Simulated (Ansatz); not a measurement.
# CHGeSi (quartet): correlated methods under varied settings

What do other methods and options give for CHGeSi (quartet) at this geometry, and how long do they take?

Computed with Ansatz 0.2.0, Gaussian basis. Level: the settings change from run to run.

25 further runs of the same task are left out: 11 that didn't finish, 14 set aside as unsound or not needed.

**1. What is computed**

The geometry is a PBE0/def2-TZVP stationary point (not a proven minimum). No spin-orbit coupling is included. The filled d shell of Ge may be among the frozen orbitals whatever the setting's name suggests; the logs give the count.

4 atoms, charge 0, spin multiplicity 4.

Atoms are counted from 1 here; the program's logs count them from 0.

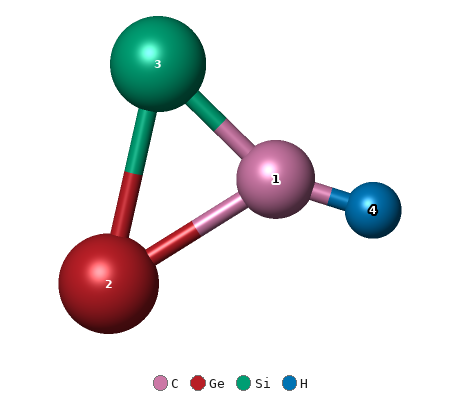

The structure; carbon pink, germanium red, silicon teal, hydrogen blue; atoms are numbered from 1 in the order of the file.

**2. MP2 on UHF/cc-pVDZ**

in.yaml reads:

```yaml
crystal:
  periodic: [false, false, false]
  atoms:
    - {symbol: C, position_ang: [0.000000, -1.167235, -0.918730]}
    - {symbol: Ge, position_ang: [0.000000, 0.051595, 0.777104]}
    - {symbol: Si, position_ang: [0.000000, 0.446300, -1.580923]}
    - {symbol: H, position_ang: [0.000000, -2.245258, -1.005219]}
basis:
  gaussian: {orbitals: cc-pVDZ}
magnetization: {spin_polarized: true, initial_magnetization: 3}
correlation: {method: mp2, electrons: outside_noble_gas}
scf: {lower_state_search: off}
output: {forces: true}
```

Launch:

```bash
ansatz run in.yaml --threads 1 --pin off --events-out ev --progress --plain --max-ram 2393MiB
```

Standard output:

```text
Functional definition: HF
  name "HF"
  cite "Fock, Z. Phys. 61, 126 (1930) doi:10.1007/BF01340294"
  parent pbe
  exchange = exact_x
  correlation = 0
these checks for a lower state are left out or cut short: starts, cluster_reference, orbital_swaps, neighbouring_geometries, increment
691 factors; integrals over basis functions are off by at most 6.2e-4 eV
mean field evaluation 1: about -65374.0652 eV, gradient 1.8e1 eV
mean field evaluation 2: about -65374.0720 eV, gradient 1.8e1 eV
mean field evaluation 4: about -65376.5751 eV, gradient 2.8e0 eV
mean field evaluation 8: about -65377.0389 eV, gradient 3.5e-1 eV
mean field evaluation 16: about -65377.0528 eV, gradient 4.5e-6 eV
mean field -65377.05284628 eV, -2402.5623779426 hartree, gradient 4.5e-6 eV, S^2 4.015448; 0 other end points of the search recorded, 0 dependent functions left out
20 core orbitals not correlated: weight in the atoms' cores, before any rotation towards them, 0.999 or more for the frozen orbitals, at most 0.000 for the correlated occupied ones
reference -65377.05284628 eV, -2402.5623779426 hartree; 8, 5 occupied and 36, 39 virtual orbitals, 691 factors
second order -6.74982047 eV of doubles, -0.00000000 eV of singles
the calculation of the forces begins
Total energy: -65383.80266675 eV, -2402.8104292697 hartree
Atom 0 at     0.000000    -1.167235    -0.918730 Å, force     0.000000     1.475320    -0.271985 eV/Å
Atom 1 at     0.000000     0.051595     0.777104 Å, force    -0.000000    -0.307516     0.204198 eV/Å
Atom 2 at     0.000000     0.446300    -1.580923 Å, force     0.000000    -0.725086    -0.066454 eV/Å
Atom 3 at     0.000000    -2.245258    -1.005219 Å, force    -0.000000    -0.442717     0.134241 eV/Å
Dipole moment:    -0.000000     0.044372    -0.105254 e Å
Checks for a lower state left out: starts, cluster_reference, orbital_swaps, neighbouring_geometries, increment
```

Run time: 3.1 s. Hardware: 1 thread of Intel Xeon Platinum 8488C, shared host.

From the report: ⟨S²⟩ of the determinant 4.015 (pure quartet: 3.75).

**3. MP2 on UHF/cc-pVDZ**

in.yaml, as its differences from that of step 2:

```diff
@@ -10,4 +10,4 @@
 magnetization: {spin_polarized: true, initial_magnetization: 3}
+hamiltonian: {pseudopotentials: {relativity: scalar}}
 correlation: {method: mp2, electrons: outside_noble_gas}
-scf: {lower_state_search: off}
 output: {forces: true}
```

Launched as before.

Standard output (excerpt; [...] marks lines left out):

```text
Functional definition: HF
  name "HF"
  cite "Fock, Z. Phys. 61, 126 (1930) doi:10.1007/BF01340294"
  parent pbe
[...]
691 factors; integrals over basis functions are off by at most 6.2e-4 eV
[...]
mean field -65857.97878163 eV, -2420.2360800835 hartree, gradient 1.3e-6 eV, S^2 4.016703; 11 other end points of the search recorded, 0 dependent functions left out
20 core orbitals not correlated: weight in the atoms' cores, before any rotation towards them, 0.999 or more for the frozen orbitals, at most 0.001 for the correlated occupied ones
reference -65857.97878163 eV, -2420.2360800835 hartree; 8, 5 occupied and 36, 39 virtual orbitals, 691 factors
second order -6.72999818 eV of doubles, -0.00000000 eV of singles
[...]
Total energy: -65864.70877981 eV, -2420.4834029548 hartree
Relativity: scalar
Atom 0 at     0.000000    -1.167235    -0.918730 Å, force    -0.000000     1.421189    -0.252275 eV/Å
Atom 1 at     0.000000     0.051595     0.777104 Å, force    -0.000000    -0.296002     0.174384 eV/Å
Atom 2 at     0.000000     0.446300    -1.580923 Å, force    -0.000000    -0.691868    -0.050126 eV/Å
Atom 3 at     0.000000    -2.245258    -1.005219 Å, force     0.000000    -0.433319     0.128017 eV/Å
Dipole moment:     0.000000     0.043591    -0.114083 e Å
```

Wall time 12 s (1 thread of Intel Xeon Platinum 8488C, shared host).

From the report: ⟨S²⟩ of the determinant 4.017 (pure quartet: 3.75).

**4. NEVPT4(SD)(3,4)/STO-3G**

in.yaml reads:

```yaml
crystal:
  periodic: [false, false, false]
  atoms:
    - {symbol: C, position_ang: [0.000000, -1.167235, -0.918730]}
    - {symbol: Ge, position_ang: [0.000000, 0.051595, 0.777104]}
    - {symbol: Si, position_ang: [0.000000, 0.446300, -1.580923]}
    - {symbol: H, position_ang: [0.000000, -2.245258, -1.005219]}
basis:
  gaussian: {orbitals: STO-3G}
magnetization: {spin_polarized: false, initial_magnetization: 3}
correlation: {method: fic_nevpt4_sd, electrons: valence, active_space: {window: {electrons: 3, orbitals: 4}}}
```

Launched as before.

Standard output (excerpt; [...] marks lines left out):

```text
Functional definition: HF
  name "HF"
  cite "Fock, Z. Phys. 61, 126 (1930) doi:10.1007/BF01340294"
  parent pbe
[...]
349 factors; integrals over basis functions are off by at most 4.1e-5 eV
[...]
mean field -64629.80669455 eV, -2375.1015883683 hartree, gradient 1.6e-6 eV, S^2 3.750000; 11 other end points of the search recorded, 0 dependent functions left out
reference -64629.80669455 eV, -2375.1015883683 hartree; 28, 25 occupied and 5, 8 virtual orbitals, 349 factors
state -64629.80669455 eV, -2375.1015883683 hartree
state -64629.80669455 eV, -2375.1015883683 hartree; corrected -64633.14966001 eV, -2375.2244400830 hartree
state -64629.72282806 eV, -2375.0985063318 hartree
state -64629.72282806 eV, -2375.0985063318 hartree; corrected -64633.97202391 eV, -2375.2546613989 hartree
state -64629.72282806 eV, -2375.0985063318 hartree; corrected -64633.97202391 eV, -2375.2546613989 hartree
WARN: 1 active orbitals are nearly empty or full. The corrections depend on them more than the energy does, and are more stable in an active space without them
WARN: the results are in doubt because another end's mean lies 0.084 eV lower, and its corrected mean 0.822 eV higher
Total energy: -64633.97202391 eV, -2375.2546613989 hartree
In doubt: another end's mean lies 0.084 eV lower, and its corrected mean 0.822 eV higher
```

Wall time 5.5 s (1 thread of Intel Xeon Platinum 8488C, shared host).

From the report: 2 determinants; active occupations 1.00, 1.00, 1.00, 0.00. The program marks this result as in doubt; its last lines say why.

**5. HF/cc-pVDZ**

in.yaml reads:

```yaml
crystal:
  periodic: [false, false, false]
  atoms:
    - {symbol: C, position_ang: [0.000000, -1.167235, -0.918730]}
    - {symbol: Ge, position_ang: [0.000000, 0.051595, 0.777104]}
    - {symbol: Si, position_ang: [0.000000, 0.446300, -1.580923]}
    - {symbol: H, position_ang: [0.000000, -2.245258, -1.005219]}
basis:
  gaussian: {orbitals: cc-pVDZ, point_charges: [{charge: 1.00, position_ang: [3.315, 0.856, -0.555]}]}
magnetization: {spin_polarized: true, initial_magnetization: 3}
hamiltonian: {xc: hf, pseudopotentials: {relativity: none}}
accuracy: high
scf: {lower_state_search: off}
output: {forces: true, orbitals: {seedname: orbitals}}
```

Launched as before.

Standard output (excerpt; [...] marks lines left out):

```text
Functional definition: HF
  name "HF"
  cite "Fock, Z. Phys. 61, 126 (1930) doi:10.1007/BF01340294"
  parent pbe
[...]
1367 factors; integrals over basis functions are off by at most 4.4e-9 eV
[...]
mean field -65377.61681923 eV, -2402.5831035664 hartree, gradient 4.1e-8 eV, S^2 4.070387; 0 other end points of the search recorded, 0 dependent functions left out
[...]
reference -65377.61681923 eV, -2402.5831035664 hartree; 28, 25 occupied and 36, 39 virtual orbitals, 1367 factors
Total energy: -65377.61681923 eV, -2402.5831035664 hartree
Atom 0 at     0.000000    -1.167235    -0.918730 Å, force     0.243755    -1.571940    -0.549646 eV/Å
Atom 1 at     0.000000     0.051595     0.777104 Å, force     0.270563     0.509092     0.956521 eV/Å
Atom 2 at     0.000000     0.446300    -1.580923 Å, force     0.099018     1.234155    -0.670541 eV/Å
Atom 3 at     0.000000    -2.245258    -1.005219 Å, force    -0.111622    -0.049070     0.197173 eV/Å
Dipole moment:    -0.456467    -0.304380     0.041000 e Å
Checks for a lower state left out: stability, starts, cluster_reference, orbital_swaps, neighbouring_geometries, increment
```

Wall time 3.5 s (1 thread of Intel Xeon Platinum 8488C, shared host).

From the report: ⟨S²⟩ of the determinant 4.070 (pure quartet: 3.75).

**6. HF/cc-pVDZ**

in.yaml reads:

```yaml
crystal:
  periodic: [false, false, false]
  atoms:
    - {symbol: C, position_ang: [0.000000, -1.167235, -0.918730]}
    - {symbol: Ge, position_ang: [0.000000, 0.051595, 0.777104]}
    - {symbol: Si, position_ang: [0.000000, 0.446300, -1.580923]}
    - {symbol: H, position_ang: [0.000000, -2.245258, -1.005219]}
basis:
  gaussian: {orbitals: cc-pVDZ}
magnetization: {spin_polarized: true, initial_magnetization: 3}
hamiltonian: {xc: hf}
accuracy: high
output: {orbitals: {seedname: orbitals}}
```

The command is unchanged.

Standard output (excerpt; [...] marks lines left out):

```text
Functional definition: HF
  name "HF"
  cite "Fock, Z. Phys. 61, 126 (1930) doi:10.1007/BF01340294"
  parent pbe
[...]
1367 factors; integrals over basis functions are off by at most 4.4e-9 eV
[...]
mean field -65377.05297522 eV, -2402.5623826811 hartree, gradient 4.6e-8 eV, S^2 4.015450; 5 other end points of the search recorded, 0 dependent functions left out
reference -65377.05297522 eV, -2402.5623826811 hartree; 28, 25 occupied and 36, 39 virtual orbitals, 1367 factors
Total energy: -65377.05297522 eV, -2402.5623826811 hartree
```

Wall time 10 s (1 thread of Intel Xeon Platinum 8488C, shared host); peak memory 0.28 GiB.

From the report: ⟨S²⟩ of the determinant 4.015 (pure quartet: 3.75).

**7. BCCD(T) on UHF/cc-pVDZ**

in.yaml, as its differences from that of step 6:

```diff
@@ -10,4 +10,3 @@
 magnetization: {spin_polarized: true, initial_magnetization: 3}
-hamiltonian: {xc: hf}
-accuracy: high
-output: {orbitals: {seedname: orbitals}}
+correlation: {method: bccd_t, electrons: outside_noble_gas}
+scf: {lower_state_search: off}
```

The command is unchanged.

Standard output (excerpt; [...] marks lines left out):

```text
Functional definition: HF
  name "HF"
  cite "Fock, Z. Phys. 61, 126 (1930) doi:10.1007/BF01340294"
  parent pbe
[...]
691 factors; integrals over basis functions are off by at most 6.2e-4 eV
[...]
mean field -65377.05284628 eV, -2402.5623779426 hartree, gradient 4.5e-6 eV, S^2 4.015448; 0 other end points of the search recorded, 0 dependent functions left out
20 core orbitals not correlated: weight in the atoms' cores, before any rotation towards them, 0.999 or more for the frozen orbitals, at most 0.000 for the correlated occupied ones
reference -65377.05284628 eV, -2402.5623779426 hartree; 8, 5 occupied and 36, 39 virtual orbitals, 691 factors
second order -6.74982047 eV of doubles, -0.00000000 eV of singles
cycle   1  -7.35519712 eV  change   -6.1e-1 eV  update   1.1e-1
[...]
cycle  18  -7.86330463 eV  change   -4.3e-6 eV  update   6.2e-6
perturbative correction -0.47822364 eV, -0.0175743945 hartree
Total energy: -65385.39437454 eV, -2402.8689234523 hartree
Checks for a lower state left out: stability, starts, cluster_reference, orbital_swaps, neighbouring_geometries, increment
```

Run time: 3.4 s. Hardware: 1 thread of Intel Xeon Platinum 8488C, shared host.

From the report: ⟨S²⟩ of the determinant 4.015 (pure quartet: 3.75); correlation -8.3415 eV; largest double amplitude 0.08.

**8. MRCISD+Q(relaxed)(3,7)/STO-3G**

in.yaml reads:

```yaml
crystal:
  periodic: [false, false, false]
  atoms:
    - {symbol: C, position_ang: [0.000000, -1.167235, -0.918730]}
    - {symbol: Ge, position_ang: [0.000000, 0.051595, 0.777104]}
    - {symbol: Si, position_ang: [0.000000, 0.446300, -1.580923]}
    - {symbol: H, position_ang: [0.000000, -2.245258, -1.005219]}
basis:
  gaussian: {orbitals: STO-3G}
magnetization: {spin_polarized: false, initial_magnetization: 3}
correlation: {method: fic_mrcisd_q_relaxed, electrons: outside_noble_gas, active_space: {window: {electrons: 3, orbitals: 7}}}
scf: {lower_state_search: light}
```

Launched as before.

Standard output (excerpt; [...] marks lines left out):

```text
Functional definition: HF
  name "HF"
  cite "Fock, Z. Phys. 61, 126 (1930) doi:10.1007/BF01340294"
  parent pbe
[...]
349 factors; integrals over basis functions are off by at most 4.1e-5 eV
[...]
mean field -64629.80669455 eV, -2375.1015883683 hartree, gradient 1.6e-6 eV, S^2 3.750000; 11 other end points of the search recorded, 0 dependent functions left out
reference -64629.80669455 eV, -2375.1015883683 hartree; 28, 25 occupied and 5, 8 virtual orbitals, 349 factors
state -64629.89067490 eV, -2375.1046745892 hartree
contracted CI cycle   1: correlation -0.00000000 eV, -0.0000000000 hartree, residual 1.07e1 eV
contracted CI cycle   2: correlation -2.74477264 eV, -0.1008685340 hartree, residual 3.35e0 eV
contracted CI cycle   3: correlation -3.04743166 eV, -0.1119910477 hartree, residual 1.44e0 eV
contracted CI cycle   4: correlation -3.11384884 eV, -0.1144318343 hartree, residual 4.53e-1 eV
[...]
contracted CI cycle   6: correlation -3.90674579 eV, -0.1435702597 hartree, residual 1.23e-1 eV
contracted CI cycle   7: correlation -3.90727124 eV, -0.1435895697 hartree, residual 6.27e-2 eV
contracted CI cycle   8: correlation -3.90740324 eV, -0.1435944205 hartree, residual 3.12e-2 eV
contracted CI cycle   9: correlation -3.90744114 eV, -0.1435958133 hartree, residual 1.60e-2 eV
contracted CI cycle  10: correlation -3.90744983 eV, -0.1435961328 hartree, residual 7.15e-3 eV
contracted CI cycle  11: correlation -3.90745152 eV, -0.1435961949 hartree, residual 2.72e-3 eV
contracted CI cycle  12: correlation -3.90745176 eV, -0.1435962036 hartree, residual 9.75e-4 eV
state -64629.79398569 eV, -2375.1011213264 hartree; corrected -64634.28201224 eV, -2375.2660532599 hartree
state -64629.79398569 eV, -2375.1011213264 hartree; corrected -64634.28201224 eV, -2375.2660532599 hartree
WARN: the results are in doubt because another end's mean lies 0.097 eV lower, and its corrected mean 0.930 eV higher
Total energy: -64634.28201224 eV, -2375.2660532599 hartree
In doubt: another end's mean lies 0.097 eV lower, and its corrected mean 0.930 eV higher
```

Wall time 8.5 s (1 thread of Intel Xeon Platinum 8488C, shared host).

From the report: 20 determinants; active occupations 1.00, 1.00, 1.00, 0.00, 0.00, 0.00, 0.00. The program marks this result as in doubt; its last lines say why.

**9. CCSD(T) on ROHF/6-31G**

in.yaml, as its differences from that of step 8:

```diff
@@ -8,5 +8,4 @@
 basis:
-  gaussian: {orbitals: STO-3G}
+  gaussian: {orbitals: 6-31G}
 magnetization: {spin_polarized: false, initial_magnetization: 3}
-correlation: {method: fic_mrcisd_q_relaxed, electrons: outside_noble_gas, active_space: {window: {electrons: 3, orbitals: 7}}}
-scf: {lower_state_search: light}
+correlation: {method: ccsd_t, electrons: valence}
```

The command is unchanged.

Standard output (excerpt; [...] marks lines left out):

```text
Functional definition: HF
  name "HF"
  cite "Fock, Z. Phys. 61, 126 (1930) doi:10.1007/BF01340294"
  parent pbe
[...]
549 factors; integrals over basis functions are off by at most 3.1e-4 eV
[...]
mean field -65366.67932159 eV, -2402.1811579418 hartree, gradient 2.7e-6 eV, S^2 3.750000; 22 other end points of the search recorded, 0 dependent functions left out
[...]
determinant -65366.67932159 eV, -2402.1811579418 hartree, with singles and doubles -65375.99945278 eV, -2402.5236664455 hartree
determinant -65366.41326127 eV, -2402.1713804053 hartree, with singles and doubles -65375.09176943 eV, -2402.4903096979 hartree
determinant -65365.53037582 eV, -2402.1389349637 hartree, with singles and doubles -65374.40441868 eV, -2402.4650500235 hartree
determinant -65365.20442875 eV, -2402.1269566295 hartree, with singles and doubles -65373.99783432 eV, -2402.4501083241 hartree
[...]
determinant -65363.97288370 eV, -2402.0816981838 hartree, with singles and doubles -65372.52881739 eV, -2402.3961229476 hartree
determinant -65363.72585982 eV, -2402.0726202235 hartree, with singles and doubles -65373.54572065 eV, -2402.4334934532 hartree
determinant -65363.57904782 eV, -2402.0672249822 hartree, with singles and doubles -65372.62156719 eV, -2402.3995314397 hartree
15 core orbitals not correlated: weight in the atoms' cores, before any rotation towards them, 1.000 or more for the frozen orbitals, at most 0.000 for the correlated occupied ones
reference -65366.67932159 eV, -2402.1811579418 hartree; 13, 10 occupied and 25, 28 virtual orbitals, 549 factors
second order -8.99763952 eV of doubles, -0.08768100 eV of singles
cycle   1  -9.31889545 eV  change    1.2e-3 eV  update   3.7e-3
[...]
cycle  10  -9.32245023 eV  change   -2.0e-5 eV  update   1.4e-5
perturbative correction -0.30981220 eV, -0.0113853882 hartree
Total energy: -65376.31158401 eV, -2402.5351370568 hartree
```

Wall time 36 s (1 thread of Intel Xeon Platinum 8488C, shared host).

From the report: correlation -9.6323 eV; T1 0.030; largest double amplitude 0.11.

**10. BCCD(T)/cc-pVDZ**

in.yaml, as its differences from that of step 9:

```diff
@@ -8,4 +8,5 @@
 basis:
-  gaussian: {orbitals: 6-31G}
-magnetization: {spin_polarized: false, initial_magnetization: 3}
-correlation: {method: ccsd_t, electrons: valence}
+  gaussian: {orbitals: cc-pVDZ}
+magnetization: {spin_polarized: true, initial_magnetization: 3}
+hamiltonian: {xc: {name: PBE0}}
+correlation: {method: bccd_t, electrons: outside_noble_gas}
```

Same command.

Standard output (excerpt; [...] marks lines left out):

```text
Functional definition: PBE0
  name "PBE0"
  cite "Adamo & Barone, J. Chem. Phys. 110, 6158 (1999) doi:10.1063/1.478522"
  cite "Perdew, Burke & Ernzerhof, Phys. Rev. Lett. 77, 3865 (1996) doi:10.1103/PhysRevLett.77.3865"
  parent pbe
[...]
691 factors; integrals over basis functions are off by at most 6.2e-4 eV
[...]
mean field -65431.53267225 eV, -2404.5644746193 hartree, gradient 5.0e-6 eV, S^2 3.775004; 6 other end points of the search recorded, 0 dependent functions left out
20 core orbitals not correlated: weight in the atoms' cores, before any rotation towards them, 0.999 or more for the frozen orbitals, at most 0.000 for the correlated occupied ones
reference -65376.41897231 eV, -2402.5390835041 hartree; 8, 5 occupied and 36, 39 virtual orbitals, 691 factors
second order -7.66397759 eV of doubles, -0.23140101 eV of singles
cycle   1  -7.93221404 eV  change   -4.0e-2 eV  update   1.0e-1
[...]
cycle  16  -8.31843090 eV  change    8.8e-6 eV  update   1.2e-5
perturbative correction -0.47823916 eV, -0.0175749650 hartree
Total energy: -65385.21564238 eV, -2402.8623551664 hartree
```

Wall time 12 s (1 thread of Intel Xeon Platinum 8488C, shared host).

From the report: ⟨S²⟩ of the determinant 3.775 (pure quartet: 3.75); correlation -8.7967 eV; largest double amplitude 0.08.

**11. All runs side by side**

Where basis and cores are those of an earlier RCCSDT(Q)/cc-pVDZ run (-65385.4658 eV), and the state is the same kind, the miss against it is given. † marks a result that the program doubts.

| level | correlated | functions | energy (eV) | from RCCSDT(Q) (meV) | time |
| --- | --- | --- | --- | --- | --- |
| MP2 on UHF/cc-pVDZ | outside noble gas | 64 | -65383.8027 | 1663.1 | 3.1 s |
| MP2 on UHF/cc-pVDZ (relativity set) | outside noble gas | 64 | -65864.7088 |  | 12 s |
| NEVPT4(SD)(3,4)/STO-3G † | valence | 33 | -64633.9720 |  | 5.5 s |
| HF/cc-pVDZ (beside a point charge) |  | 64 | -65377.6168 |  | 3.5 s |
| HF/cc-pVDZ |  | 64 | -65377.0530 | 8412.8 | 10 s |
| BCCD(T) on UHF/cc-pVDZ | outside noble gas | 64 | -65385.3944 | 71.4 | 3.4 s |
| MRCISD+Q(relaxed)(3,7)/STO-3G † | outside noble gas | 33 | -64634.2820 |  | 8.5 s |
| CCSD(T) on ROHF/6-31G | valence | 53 | -65376.3116 |  | 36 s |
| BCCD(T)/cc-pVDZ (on PBE0 orbitals) | outside noble gas | 64 | -65385.2156 | 250.1 | 12 s |

**12. What came out**

| quantity | value |
| --- | --- |
| runs | 9 |
| quickest | MP2 on UHF/cc-pVDZ, 3.1 s |
| slowest | CCSD(T) on ROHF/6-31G, 36 s |

In words: Total energies in different bases, with other cores or another treatment of relativity can't be set against each other. CCSD(T) on ROHF/6-31G took 12 times as long as MP2 on UHF/cc-pVDZ; the jobs differ in more than the method. Among the correlated runs with a miss given, it spans +71 to +1663 meV. Hartree-Fock, CASSCF and CASCI lack dynamic correlation by design. Cores frozen from Kohn-Sham orbitals shift the total energy.
